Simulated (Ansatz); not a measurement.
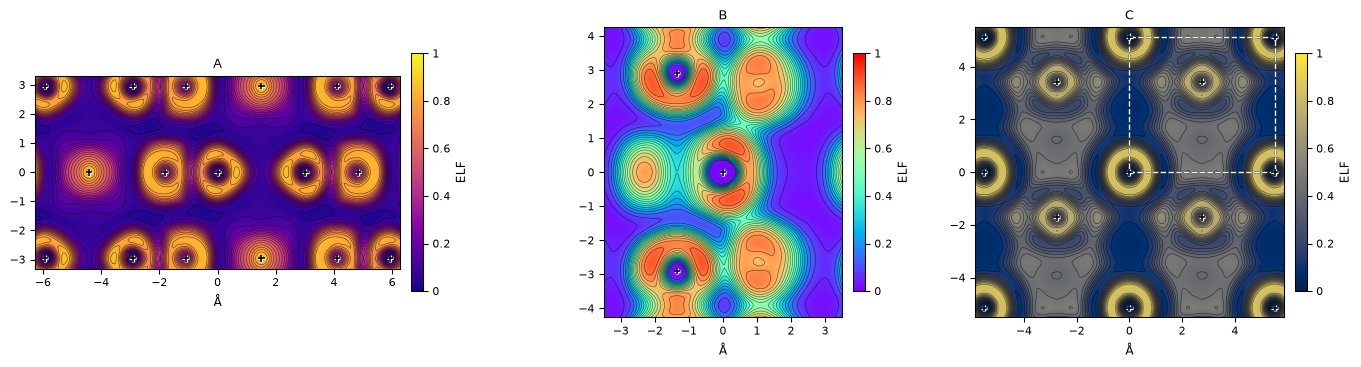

The ELF of 3 systems, each on a plane through atoms (crosses mark nuclei in the plane).

The calculation used DFT PBE, scalar-relativistic, plane waves, PAW (Ansatz 0.2.0).

System 1: P3S2, the (010) plane of the conventional cell. Space group R32; a structure generated by program, which may or may not match a known phase; computed without spin polarisation.

```
CELL_PARAMETERS angstrom
6.29897 0.00000 0.00000
-3.14948 5.45506 0.00000
0.00000 0.00000 7.81247
ATOMIC_POSITIONS crystal
P 0.21435 0.00000 0.00000
P 0.88102 0.33333 0.33333
P 0.54768 0.66667 0.66667
P 0.00000 0.21435 0.00000
P 0.66667 0.54768 0.33333
P 0.33333 0.88102 0.66667
P 0.78565 0.78565 0.00000
P 0.45232 0.11898 0.33333
P 0.11898 0.45232 0.66667
S 0.33333 0.66667 0.03794
S 0.00000 0.00000 0.37127
S 0.66667 0.33333 0.70460
S 0.33333 0.66667 0.29540
S 0.00000 0.00000 0.62873
S 0.66667 0.33333 0.96206
```

System 2: SrRe, the (110) plane of the conventional cell. Space group P-6m2; a structure generated by program, which may or may not match a known phase; computed without spin polarisation.

```
Sr Re
1.0
     2.97122    0.00000    0.00000
    -1.48561    2.57315    0.00000
     0.00000    0.00000    5.51160
Sr Re
1 1
Cartesian
  0.0000 1.7154 2.7558
  0.0000 0.0000 0.0000
```

System 3: Zr2AgO4, the (11̄0) plane of the conventional cell. Space group I4/mmm; a structure generated by program, which may or may not match a known phase; computed without spin polarisation.

```
CELL_PARAMETERS angstrom
4.18811 0.00000 0.00000
0.00000 4.18811 0.00000
0.00000 0.00000 11.85163
ATOMIC_POSITIONS crystal
Zr 0.00000 0.00000 0.37299
Zr 0.50000 0.50000 0.87299
Zr 0.00000 0.00000 0.62701
Zr 0.50000 0.50000 0.12701
Ag 0.00000 0.00000 0.00000
Ag 0.50000 0.50000 0.50000
O 0.00000 0.00000 0.78034
O 0.50000 0.50000 0.28034
O 0.50000 0.00000 0.00000
O 0.00000 0.50000 0.50000
O 0.00000 0.50000 0.00000
O 0.50000 0.00000 0.50000
O 0.00000 0.00000 0.21966
O 0.50000 0.50000 0.71966
```

### Which map belongs to which system?

Panel A is system 3, Zr2AgO4: the plane holds Zr, Ag and O. Zr–O (1.82 Å): the ELF peaks at about 0.80 in the valence shell of O, 0.5 Å from its nucleus, and drops to about 0.40 between the two atoms. Panel B is system 1, P3S2: the plane holds P and S. Panel C is system 2, SrRe: the plane holds Sr and Re. Sr–Re (3.25 Å): the ELF is about 0.20 at the midpoint; no localised pair shows between them.
